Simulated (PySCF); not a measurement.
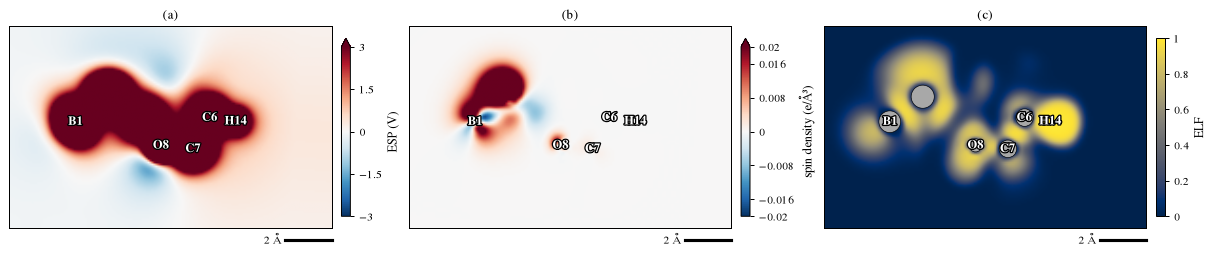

The picture shows: C₃H₉BO₂PSi (doublet). (a) electrostatic potential; (b) spin density (α minus β); (c) ELF on the plane of atoms C7, C6 and H14. Grey discs cover the atomic cores in the ELF map.

Geometry: GFN2-xTB.

All numbers below come from UKS B3LYP, pcH-1 on B C H O P Si, non-relativistic, mean-field spin-orbit, GIAO in PySCF.

```yaml
atoms:
  - { symbol: B, position_ang: [3.7825, 0.2641, 0.5582] }
  - { symbol: P, position_ang: [2.4267, -0.8875, 0.9506] }
  - { symbol: Si, position_ang: [0.8637, -0.0672, -0.3758] }
  - { symbol: O, position_ang: [-0.1186, -1.3278, -0.6963] }
  - { symbol: C, position_ang: [-1.5033, -1.1264, -0.7415] }
  - { symbol: C, position_ang: [-1.9910, -0.2916, 0.4349] }
  - { symbol: C, position_ang: [-1.3625, 1.0948, 0.4036] }
  - { symbol: O, position_ang: [0.0350, 1.0390, 0.4961] }
  - { symbol: H, position_ang: [4.4301, 0.7428, 1.4062] }
  - { symbol: H, position_ang: [4.0779, 0.4454, -0.5607] }
  - { symbol: H, position_ang: [1.2101, 0.5629, -1.6583] }
  - { symbol: H, position_ang: [-1.7660, -0.6267, -1.6827] }
  - { symbol: H, position_ang: [-1.9678, -2.1170, -0.7305] }
  - { symbol: H, position_ang: [-3.0766, -0.2041, 0.4026] }
  - { symbol: H, position_ang: [-1.6941, -0.7892, 1.3595] }
  - { symbol: H, position_ang: [-1.7111, 1.6950, 1.2499] }
  - { symbol: H, position_ang: [-1.6419, 1.6054, -0.5267] }
```

> Read the bonding off the picture.

Atoms in the plane: B, C, O and H.
C–O (1.40 Å): the ELF peaks at about 0.90 between the atoms, as expected for a polar covalent bond.
C–C (1.52 Å): the ELF peaks at about 0.95 between the atoms (localised, covalent bonding).
C–H (1.09 Å): the ELF climbs to about 1 towards the hydrogen, as it does in any bond to H: an ordinary covalent bond to hydrogen.
The ELF also peaks beside O8 and P2, away from the bonds: non-bonding electrons, paired or unpaired.
The unpaired spin (1 electron) lies mostly on P2 (about 0.7), B1 (about 0.1) and Si3 (about 0.1), in electrons by Hirshfeld's partition.
Outside the dense part of the molecule the potential is most negative (−1.5 V) near O8.
